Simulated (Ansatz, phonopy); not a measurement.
# BeHg (hypothetical, Pm-3m): phonons against volume, part 3 of 3

Aim: how the vibrations of BeHg (hypothetical) shift with volume, and the expansion that follows. The crystal structure is hypothetical: it was made by swapping elements on a known structure type.

Ansatz 0.2.0; DFT PBEsol, scalar-relativistic, plane waves, PAW.

So far. Step 10 (Phonons, V/V0 0.985): The lowest solved frequency is -77.9 cm⁻¹, so the cell is unstable here and gives no valid free energy. The highest zone-centre mode (no LO–TO term) moved by +5.6 % for a volume change of -1.5 %. Step 11 (A cell at another volume, V/V0 1.03): The run ends at a pressure of -2.77 GPa.

## 12. Phonons, V/V0 1.03

Phonons at this volume give one point of F(V, T); meshes stay fixed along the series.

input.yaml

```yaml
crystal:
  lattice:
    - [3.1162507496, 0.0, 0.0]
    - [0.0, 3.1162507496, 0.0]
    - [0.0, 0.0, 3.1162507496]
  atoms:
    - { symbol: Be, position: [0.5, 0.5, 0.5] }
    - { symbol: Hg, position: [0.0, 0.0, 0.0] }
kpoints:
  mp_grid: { grid: [16, 16, 16] }
hamiltonian:
  xc: pbesol
scf:
  occupations: { method: methfessel_paxton, width: 0.15 }
output:
  eigenvalues: true
phonons:
  method: dfpt
  qmesh: [4, 4, 4]
  temperatures: { t_max: 1000, t_step: 50 }
  qpath:
    path:
      - [[0.0, 0.0, 0.0], [0.0, 0.5, 0.0], [0.5, 0.5, 0.0], [0.0, 0.0, 0.0], [0.5, 0.5, 0.5], [0.0, 0.5, 0.0]]
      - [[0.5, 0.5, 0.5], [0.5, 0.5, 0.0]]
    npoints: 10
```

Run with:

```
$ ansatz run input.yaml --threads 4 --pin off --max-ram 8192MiB --backend cpu --events-out ev --progress --plain --runs-dir out
```

Numbers of over 12 decimals in the logs are rounded to 6 here.

The program printed:

```text
[...]
Crystal: 2 atoms, lattice volume = 30.262 Å³
Basis set: ecut = 420 eV, 619 PW (Γ), exchange–correlation on 48×48×48 points (8 copies of the dense FFT grid, shifted against one another)
Bands: 15, of which v1, the nominal top of the filled ones, is band 11 counted from 1 (10 counted from 0)
Symmetry: 48 space group operations
k-points: 165 of 4096
[...]
k-point 164: bands = [... 7 lower, 8.1740, 8.1740, 16.5124, 16.5549, 16.5549, 16.5549, 16.5939, 17.6136]
[...]
ASR residual: 1.250e-4 → 0.000e0 eV/Å²; symmetrization residual: 4.888e-8 eV/Å²
  ASR residual per site (eV/Å²): 2.16e-5 1.25e-4
  Γ frequencies (cm⁻¹): 0.00 0.00 0.00 184.57 184.57 184.57
--- Phonons (arbitrary-q DFPT): 10 irreducible q on the 4×4×4 mesh ---
[...]
interpolated dispersion: 62 rows × 6 modes
[...]
[key lines of the parts left out:]
SCF converged after 7 iterations
Free energy (F): -13757.466099 eV
Fermi energy:    14.963747 eV
```

Wall time 6.5 min (4 threads of Arm Neoverse V1, shared host); peak memory 2.3 GiB.

The lowest solved frequency is -133 cm⁻¹, so the cell is unstable here and gives no valid free energy. The highest zone-centre mode (no LO–TO term) moved by -11.1 % for a volume change of +3.0 %.

## 13. A cell at another volume, V/V0 0.97

Symmetry fixes every atom, so a single point at the scaled cell gives the energy and pressure of this member.

The cell differs from the one that the last finished run ended in (a 3.116 → 3.055 Å, b 3.116 → 3.055 Å, c 3.116 → 3.055 Å).

input.yaml, the sections that differ from step 12:

```yaml
crystal:
  lattice:
    - [3.0545265134, 0.0, 0.0]
    - [0.0, 3.0545265134, 0.0]
    - [0.0, 0.0, 3.0545265134]
  atoms:
    - { symbol: Be, position: [0.5, 0.5, 0.5] }
    - { symbol: Hg, position: [0.0, 0.0, 0.0] }
output:
  forces: true
  stress: true
  eigenvalues: true
# kpoints, hamiltonian, scf: as in step 12
# phonons: removed
```

The program printed:

```text
[...]
Crystal: 2 atoms, lattice volume = 28.499 Å³
Basis set: ecut = 420 eV, 587 PW (Γ), exchange–correlation on 48×48×48 points (8 copies of the dense FFT grid, shifted against one another)
Bands: 15, of which v1, the nominal top of the filled ones, is band 11 counted from 1 (10 counted from 0)
Symmetry: 48 space group operations
[...]
k-points: 165 of 4096
[...]
--- Band table (eV; the first three rows and the last of 165) ---
  k-point 0: bands = [... 7 lower, 8.5276, 8.5276, 8.5276, 18.6292, 18.6292, 18.6292, 24.3355, 26.2987]
  k-point 1: bands = [... 7 lower, 8.4931, 8.4931, 8.5305, 18.2473, 18.7309, 18.7309, 24.4534, 26.2397]
  k-point 2: bands = [... 7 lower, 8.3970, 8.3970, 8.5386, 17.3107, 19.0278, 19.0278, 24.6218, 26.0719]
  k-point 164: bands = [... 7 lower, 9.2785, 9.2785, 17.6949, 17.6949, 17.6949, 17.8494, 18.1950, 18.9706]
[key lines of the parts left out:]
SCF converged after 6 iterations
Free energy (F): -13757.465163 eV
Fermi energy:    16.203577 eV
P = ⅓ Tr σ = 3.2892 GPa (32.892 kbar)
```

The job ended after 1.1 s (4 threads; peak memory 0.35 GiB; 3.8 s of CPU time).

The run ends at a pressure of 3.29 GPa.

## 14. Phonons, V/V0 0.97

Phonons at this volume give one point of F(V, T); meshes stay fixed along the series.

input.yaml, the sections that differ from step 13:

```yaml
output:
  eigenvalues: true
phonons:
  method: dfpt
  qmesh: [4, 4, 4]
  temperatures: { t_max: 1000, t_step: 50 }
  qpath:
    path:
      - [[0.0, 0.0, 0.0], [0.0, 0.5, 0.0], [0.5, 0.5, 0.0], [0.0, 0.0, 0.0], [0.5, 0.5, 0.5], [0.0, 0.5, 0.0]]
      - [[0.5, 0.5, 0.5], [0.5, 0.5, 0.0]]
    npoints: 10
# crystal, kpoints, hamiltonian, scf: as in step 13
```

The program printed:

```text
[...]
Crystal: 2 atoms, lattice volume = 28.499 Å³
Basis set: ecut = 420 eV, 587 PW (Γ), exchange–correlation on 48×48×48 points (8 copies of the dense FFT grid, shifted against one another)
Bands: 15, of which v1, the nominal top of the filled ones, is band 11 counted from 1 (10 counted from 0)
Symmetry: 48 space group operations
k-points: 165 of 4096
[...]
k-point 164: bands = [... 7 lower, 9.2785, 9.2785, 17.6949, 17.6949, 17.6949, 17.8494, 18.1950, 18.9706]
[...]
ASR residual: 6.907e-5 → 0.000e0 eV/Å²; symmetrization residual: 6.539e-8 eV/Å²
  ASR residual per site (eV/Å²): 1.65e-5 6.91e-5
  Γ frequencies (cm⁻¹): 0.00 0.00 0.00 230.94 230.94 230.94
--- Phonons (arbitrary-q DFPT): 10 irreducible q on the 4×4×4 mesh ---
[...]
interpolated dispersion: 62 rows × 6 modes
[...]
[key lines of the parts left out:]
SCF converged after 7 iterations
Free energy (F): -13757.465163 eV
Fermi energy:    16.203579 eV
```

It took 6.1 min on 4 threads; peak memory 2.3 GiB.

No LO-TO term. Phonon branches along the path, in cm⁻¹:

```csv
point,branch 1,branch 2,branch 3,branch 4,branch 5,branch 6
Γ,0,0,0,231,231,231
X,32,32,115,202,202,300
M,-76,-76,10,243,243,279
Γ,0,0,0,231,231,231
R,56,56,56,95,95,95
X,32,32,115,202,202,300
jump to R,56,56,56,95,95,95
M,-76,-76,10,243,243,279
```

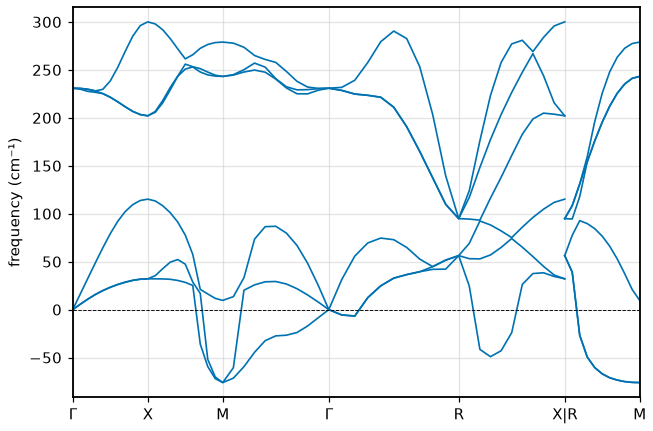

Phonon branches along the path.

The lowest solved frequency is -76.1 cm⁻¹, so the cell is unstable here and gives no valid free energy. The highest zone-centre mode (no LO–TO term) moved by +11.3 % for a volume change of -3.0 %.

## 15. Single point at a scaled cell, V/V0 1.05

Symmetry fixes every atom, so a single point at the scaled cell gives the energy and pressure of this member.

The cell differs from the one that the last finished run ended in (a 3.055 → 3.136 Å, b 3.055 → 3.136 Å, c 3.055 → 3.136 Å).

input.yaml, the sections that differ from step 14:

```yaml
crystal:
  lattice:
    - [3.1362914981, 0.0, 0.0]
    - [0.0, 3.1362914981, 0.0]
    - [0.0, 0.0, 3.1362914981]
  atoms:
    - { symbol: Be, position: [0.5, 0.5, 0.5] }
    - { symbol: Hg, position: [0.0, 0.0, 0.0] }
output:
  forces: true
  stress: true
  eigenvalues: true
  write_density: true
  write_potential: true
  elf: true
  volumetric_format: npy
# kpoints, hamiltonian, scf: as in step 14
# phonons: removed
```

The program printed:

```text
[...]
Crystal: 2 atoms, lattice volume = 30.850 Å³
Basis set: ecut = 420 eV, 619 PW (Γ), exchange–correlation on 48×48×48 points (8 copies of the dense FFT grid, shifted against one another)
Bands: 15, of which v1, the nominal top of the filled ones, is band 11 counted from 1 (10 counted from 0)
Symmetry: 48 space group operations
[...]
k-points: 165 of 4096
[...]
--- Band table (eV; the first three rows and the last of 165) ---
  k-point 0: bands = [... 7 lower, 7.1846, 7.1846, 7.1846, 17.0824, 17.0824, 17.0824, 21.8626, 24.3282]
  k-point 1: bands = [... 7 lower, 7.1558, 7.1558, 7.1870, 16.6947, 17.1744, 17.1744, 21.9991, 24.2884]
  k-point 2: bands = [... 7 lower, 7.0754, 7.0754, 7.1938, 15.7611, 17.4438, 17.4438, 22.2170, 24.1740]
  k-point 164: bands = [... 7 lower, 7.8337, 7.8337, 16.0979, 16.1028, 16.2043, 16.2043, 16.2043, 17.1967]
[key lines of the parts left out:]
SCF converged after 5 iterations
Free energy (F): -13757.452986 eV
Fermi energy:    14.581831 eV
P = ⅓ Tr σ = -4.3503 GPa (-43.503 kbar)
```

Wall time 1.6 s (4 threads); peak memory 0.36 GiB; 5.4 s of CPU time.

The run ends at a pressure of -4.35 GPa.

## 16. Phonons, V/V0 1.05

Phonons at this volume give one point of F(V, T); meshes stay fixed along the series.

input.yaml, the sections that differ from step 15:

```yaml
output:
  eigenvalues: true
phonons:
  method: dfpt
  qmesh: [4, 4, 4]
  temperatures: { t_max: 1000, t_step: 50 }
  qpath:
    path:
      - [[0.0, 0.0, 0.0], [0.0, 0.5, 0.0], [0.5, 0.5, 0.0], [0.0, 0.0, 0.0], [0.5, 0.5, 0.5], [0.0, 0.5, 0.0]]
      - [[0.5, 0.5, 0.5], [0.5, 0.5, 0.0]]
    npoints: 10
# crystal, kpoints, hamiltonian, scf: as in step 15
```

The program printed:

```text
[...]
Crystal: 2 atoms, lattice volume = 30.850 Å³
Basis set: ecut = 420 eV, 619 PW (Γ), exchange–correlation on 48×48×48 points (8 copies of the dense FFT grid, shifted against one another)
Bands: 15, of which v1, the nominal top of the filled ones, is band 11 counted from 1 (10 counted from 0)
Symmetry: 48 space group operations
k-points: 165 of 4096
[...]
k-point 164: bands = [... 7 lower, 7.8339, 7.8339, 16.0979, 16.1029, 16.2043, 16.2043, 16.2043, 17.1967]
[...]
ASR residual: 7.405e-5 → 0.000e0 eV/Å²; symmetrization residual: 1.433e-6 eV/Å²
  ASR residual per site (eV/Å²): 3.67e-5 7.41e-5
  Γ frequencies (cm⁻¹): 0.00 0.00 0.00 169.47 169.47 169.47
--- Phonons (arbitrary-q DFPT): 10 irreducible q on the 4×4×4 mesh ---
[...]
interpolated dispersion: 62 rows × 6 modes
[...]
[key lines of the parts left out:]
SCF converged after 7 iterations
Free energy (F): -13757.452986 eV
Fermi energy:    14.581855 eV
```

Elapsed: 6.4 min, on 4 threads; peak memory 2.4 GiB; 25 min of CPU time.

The lowest solved frequency is -152 cm⁻¹, so the cell is unstable here and gives no valid free energy. The highest zone-centre mode (no LO–TO term) moved by -18.4 % for a volume change of +5.0 %.

## 17. Mode Grüneisen parameters

This step: DFT PBEsol, scalar-relativistic, plane waves, PAW (phonopy 4.10.0).

Volume series, by row:

```csv
V/V0,V (Å³/atom),pressure (GPa),E - E0 (meV/atom),gap (eV),zero-point energy (meV/atom),lowest on the path (cm⁻¹),highest at Gamma without the LO-TO term (cm⁻¹)
0.97,14.25,3.289,4.454,0,-,-76.12,230.9
0.985,14.47,1.573,1.097,0,-,-77.9,219.2
1,14.69,-0.003,0,0,-,-89.92,207.6
1.015,14.91,-1.447,0.983,0,-,-114.3,196
1.03,15.13,-2.768,3.876,0,-,-132.7,184.6
1.05,15.42,-4.35,10.42,0,-,-151.8,169.5
```

Optical frequency at Gamma without the LO-TO term, mode 4 against V/V0:

```csv
V/V0,"optical frequency at Gamma without the LO-TO term, mode 4 (cm⁻¹)"
0.9700,231
0.9850,219
1.0000,208
1.0150,196
1.0300,185
1.0500,169
```

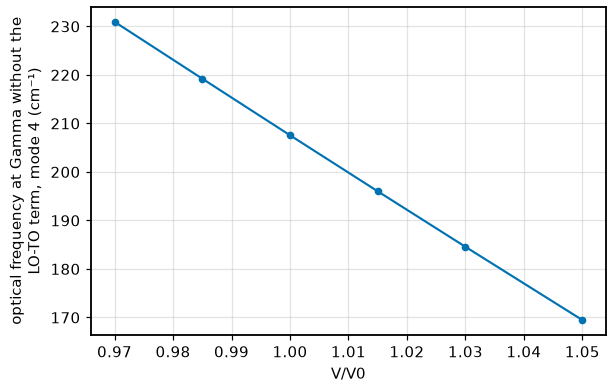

Optical frequency at Gamma without the LO-TO term, mode 4 against V/V0.

## 18. Outcome

```
lowest frequency over the volumes : -152 cm⁻¹
```

In words: Imaginary modes appear at V/V0 = 0.97, 0.985, 1, 1.015, 1.03 and 1.05, so too few stable volumes remain for a free-energy fit. Mode Grüneisen parameters diverge near a vanishing branch and are not given. The softest solved mode at V/V0 = 1.05 is 152i cm⁻¹ at q = (-0.5, -0.5, -0.5), and 6 of 10 solved wavevectors carry a mode beyond 8i cm⁻¹. In a metal soft modes also hang on the k-mesh and the smearing, which were not converged here. The PAW files were made for PBE and are used here under another functional, for which the program regenerates the frozen cores.

[Logs are printed without paths, hosts, clocks, repeated set-up lines and the standing remarks that a program may print on its own settings, such as how far it seeks lower states.]

[Hosts, paths, dates, database ids (printed as entryN), source tags and the programs' standing remarks are cut or masked in the printed files.]

[A step with changed settings may run another functional than the one named; its input shows which.]

[Of the runs on displaced cells, only some may be shown.]
